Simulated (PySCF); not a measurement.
# GeF2: relaxation and vibrations of the triplet

Aim: relax GeF2 as a triplet from a bent start, check by its vibrations whether the end is a minimum, and collect its spectrum and constants.

The runs use PySCF 2.14.0; PBE, basis Ge def2-TZVP, F def2-TZVP, no relativity, density fitting.

## Step 1: Starting geometry

3 atoms, charge 0, spin multiplicity 3.

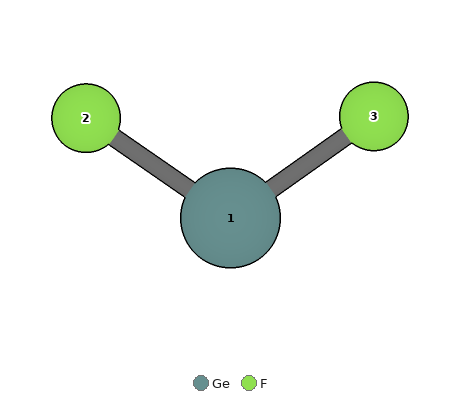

The starting geometry (germanium teal, fluorine green); atoms are numbered from 1 in the order of the file.

```xyz
3
charge 0 multiplicity 3
Ge    0.0000    0.0000    0.0000
F     1.5154    0.0000    1.0611
F    -1.5154    0.0000    1.0611
```

## Step 2: Finding the electronic state

One driver script runs all steps and calls PySCF; scf.py shows how it sets up the SCF of each step. The optimiser is the driver's own. After this first run the driver tries any further starts and a stability analysis.

The input, scf.py:

```python
from pyscf import gto, scf, dft
mol = gto.M(atom='''
Ge     0.000000     0.000000     0.000000
F      1.515400     0.000000     1.061100
F     -1.515400     0.000000     1.061100''',
    basis={'Ge': 'def2-TZVP', 'F': 'def2-TZVP'},
    charge=0, spin=2)
mf = dft.UKS(mol, xc='PBE')
mf.grids.atom_grid = (50, 194)
aux = {'Ge': 'def2-universal-JKFIT', 'F': 'def2-universal-JKFIT'}
mf = mf.density_fit(auxbasis=aux)
mf.conv_tol = 1e-08
mf.diis_space = 10
mf.max_cycle = 60
mf.init_guess = 'minao'
mf.verbose = 4
mf.kernel()
```

Run with:

```console
OMP_NUM_THREADS=4 python axn.py task.json out
```

What it wrote:

```text
init E= -2275.66144555846
[... the frontier-level lines of each cycle are left out ...]
cycle= 1 E= -2276.01806285464  delta_E= -0.357  |g|= 0.881  |ddm|= 1.34
cycle= 2 E= -2273.53359250223  delta_E= 2.48  |g|= 2.71  |ddm|=  1.9
cycle= 3 E= -2276.19715785055  delta_E= -2.66  |g|= 0.353  |ddm|= 1.62
cycle= 4 E= -2276.22096155605  delta_E= -0.0238  |g|= 0.187  |ddm|= 0.287
cycle= 5 E= -2276.2308294011  delta_E= -0.00987  |g|= 0.0338  |ddm|= 0.0685
cycle= 6 E= -2276.23140099004  delta_E= -0.000572  |g|= 0.00767  |ddm|= 0.0437
cycle= 7 E= -2276.23143884439  delta_E= -3.79e-05  |g|= 0.000926  |ddm|= 0.0102
cycle= 8 E= -2276.23143920117  delta_E= -3.57e-07  |g|= 0.000229  |ddm|= 0.000968
cycle= 9 E= -2276.23143922495  delta_E= -2.38e-08  |g|= 4.61e-05  |ddm|= 0.000271
cycle= 10 E= -2276.23143922602  delta_E= -1.07e-09  |g|= 1.4e-05  |ddm|= 5.73e-05
Extra cycle  E= -2276.23143922592  delta_E= 1.06e-10  |g|= 2.33e-05  |ddm|= 2.09e-05
converged SCF energy = -2276.23143922592  <S^2> = 2.0022778  2S+1 = 3.0015181
```

This step, with its further starts and checks, ran for 16 s (4 threads of Arm Neoverse N1, shared host).

The starts that the driver tried:

```csv
start,energy (Eh)
the minimal-basis guess,-2276.231439
a thermally smeared density,-2276.231439
a smeared PBE density,-2276.231439
```

The test of internal stability and the other starts found no lower solution of this spin.

## Step 3: Relaxing the triplet from the bent start

The program finds C2v symmetry in the start, which this walk keeps. The walk stops when the largest gradient is under 0.0003 Eh/bohr and the energy has settled too.

Edit scf.py of step 2 so:

```diff
@@ -3,3 +3,3 @@
-Ge     0.000000     0.000000     0.000000
-F      1.515400     0.000000     1.061100
-F     -1.515400     0.000000     1.061100''',
+Ge     0.000000     0.000000    -0.360250
+F      1.515400     0.000000     0.700850
+F     -1.515400     0.000000     0.700850''',
@@ -15 +14,0 @@
-mf.init_guess = 'minao'
```

Steps of the walk:

```csv
step,energy (Eh),change (kJ/mol),largest symmetric gradient (Eh/bohr)
0,-2276.231439,0.00,0.03466
1,-2276.236212,-12.53,0.00253
2,-2276.236234,-12.59,0.00044
3,-2276.236236,-12.59,0.00006
```

The walk took 6.8 s.

Positions (Å) and forces (eV/Å) along the way:

```
step 0
Ge   0.000   0.000  -0.360   0.000   0.000   1.782
F    1.515   0.000   0.701  -1.081   0.000  -0.891
F   -1.515   0.000   0.701   1.081   0.000  -0.891
step 1
Ge   0.000   0.000  -0.295   0.000   0.000   0.130
F    1.490   0.000   0.668  -0.065   0.000  -0.065
F   -1.490   0.000   0.668   0.065   0.000  -0.065
step 2
Ge   0.000   0.000  -0.287   0.000   0.000  -0.015
F    1.491   0.000   0.664   0.023   0.000   0.007
F   -1.491   0.000   0.664  -0.023   0.000   0.008
step 3
Ge   0.000   0.000  -0.286   0.001   0.000   0.000
F    1.494   0.000   0.664   0.002   0.000   0.000
F   -1.494   0.000   0.664  -0.003   0.000   0.000
```

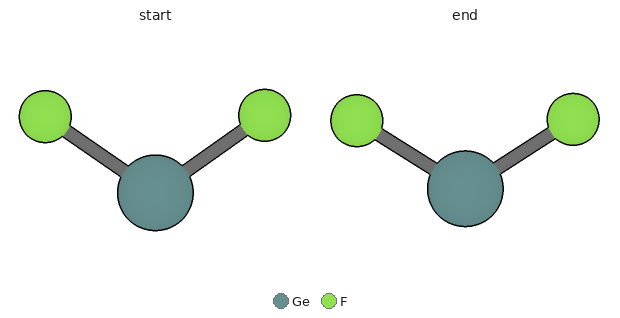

Start and end of the relaxation.

End point (C2v, 3 steps, 12.6 kJ/mol gained): Ge–F 1.770 Å (×2); F–Ge–F 115.1°.

## Step 4: Frequencies

The point is checked on the finer grid, and tightened if its gradient asks for it. The Hessian and the dipole derivatives come from central differences of analytic gradients, with steps of 0.02 bohr.

Edit scf.py of step 3 so:

```diff
@@ -3,3 +3,3 @@
-Ge     0.000000     0.000000    -0.360250
-F      1.515400     0.000000     0.700850
-F     -1.515400     0.000000     0.700850''',
+Ge     0.000000     0.000000    -0.323861
+F      1.492734     0.000000     0.627804
+F     -1.492734     0.000000     0.627804''',
@@ -9 +9 @@
-mf.grids.atom_grid = (50, 194)
+mf.grids.atom_grid = (75, 302)
@@ -12 +12 @@
-mf.conv_tol = 1e-08
+mf.conv_tol = 1e-10
```

This SCF starts from the last density.

SCF at the final geometry:

```text
init E= -2276.23646054815
[... the frontier-level lines of each cycle are left out ...]
cycle= 1 E= -2276.23646054812  delta_E= 2.82e-11  |g|= 1.14e-05  |ddm|= 7.8e-06
cycle= 2 E= -2276.23646054778  delta_E= 3.36e-10  |g|= 3.3e-05  |ddm|= 2.29e-05
cycle= 3 E= -2276.23646054815  delta_E= -3.71e-10  |g|= 3.13e-06  |ddm|= 1.78e-05
cycle= 4 E= -2276.23646054814  delta_E= 1.09e-11  |g|= 9.73e-07  |ddm|= 1.71e-06
Extra cycle  E= -2276.23646054815  delta_E= -1.05e-11  |g|= 2.68e-06  |ddm|= 1.98e-06
converged SCF energy = -2276.23646054815  <S^2> = 2.0019066  2S+1 = 3.0012708
```

The whole step took 32 s.

Geometry: C2v; Ge–F 1.770 Å (×2); F–Ge–F 115.0°.

Modes, for the most abundant isotopes:

```tsv
symmetry	ω (cm⁻¹)	IR (km/mol)	μ (u)	type
a1	166	7.6	22.31	bend
a1	605	26.3	21.20	stretch
b2	644	74.8	23.71	stretch
```

All wavenumbers are real: a minimum.

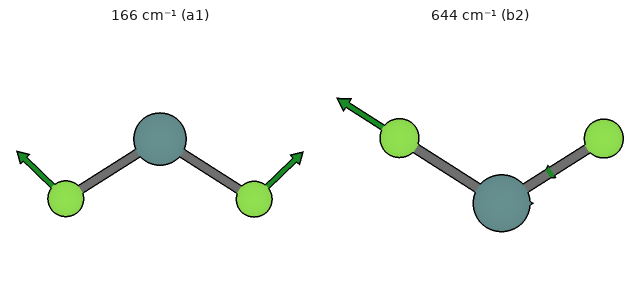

Displacements of 2 of the modes, as arrows (one member where a mode is degenerate).

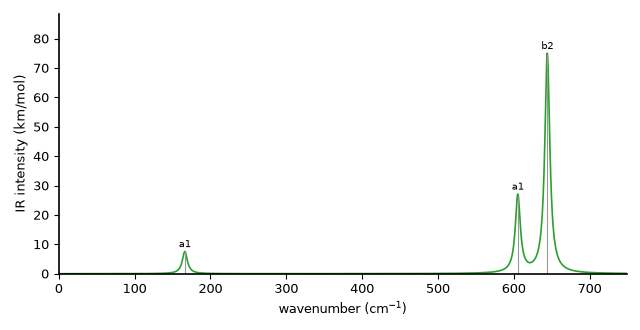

The harmonic infrared spectrum (widths in cm⁻¹). Lines are broadened to a width of 8 cm⁻¹ (Lorentzian).

Properties at this point:

- Dipole moment: 1.69 D
- Highest occupied level: -4.26 eV
- Lowest empty level: -7.04 eV
- Rotational constants: 0.7417, 0.1991, 0.157 cm⁻¹
- Zero-point energy: 8.5 kJ/mol
- Principal polarisabilities: 28.2, 29.0, 35.0 bohr³
- Atomisation energy without zero-point energy: 778 kJ/mol
- Principal traceless quadrupole moments about the centre of mass: -3.48, 0.07, 3.41 D Å
- Entropy at 298.15 K and 1 bar (electronic part: spin only): 284.3 J/(mol K)
- Heat capacity Cp at 298.15 K: 49.3 J/(mol K)
- Enthalpy at 298.15 K above 0 K: 12.30 kJ/mol
- Rotational symmetry number: 2
- Spin squared ⟨S²⟩: 2.002

Charges (e) and bond orders:

| atom | Mulliken | Löwdin | polar tensor | spin (Mulliken) | Mayer order to Ge1 |
| --- | --- | --- | --- | --- | --- |
| Ge1 | 0.54 | 0.23 | 0.85 | 1.64 | – |
| F2,3 | -0.27 | -0.11 | -0.42 | 0.18 | 1.02 |

Outer orbital energies (eV). α occupied: -14.36, -12.10, -10.74, -10.69, -10.21, -10.13, -8.69, -4.26; empty: -1.63, -0.95, 4.36, 4.42. β occupied: -29.04, -28.71, -13.56, -11.49, -10.45, -10.30, -9.96, -9.90; empty: -7.04, -2.25, -0.64, 0.06.

Mulliken populations on Ge1: s 7.39, p 13.77, d 10.23, f 0.07.

## Step 5: What came out

| quantity | value |
| --- | --- |
| minimum | triplet, C2v |
| geometry | Ge–F 1.770 Å (×2); F–Ge–F 115.0° |
| wavenumbers (cm⁻¹) | 166 (a1), 605 (a1), 644 (b2) |
| dipole moment | 1.69 D |
| highest occupied, lowest empty level (either spin) | -4.26, -7.04 eV |
| polar-tensor charge of Ge1 | +0.85 e |
| zero-point energy | 8.5 kJ/mol |
| entropy at 298.15 K | 284.3 J/(mol K) |
| atomisation energy (no zero-point energy) | 778 kJ/mol |
| ⟨S²⟩ | 2.002 |

In words: The molecule stays C2v, as typed, and the end point is a minimum. An empty level of one spin lies below a filled level of the other, which hints that a lower spin is more stable. In the infrared the band at 644 cm⁻¹ (b2, stretch) leads. Most of the spin sits on Ge1 (Mulliken spin 1.64, against 2 for the whole molecule). Other starts or spin states, not run here, may lie lower.

The search up to here took 55 s.
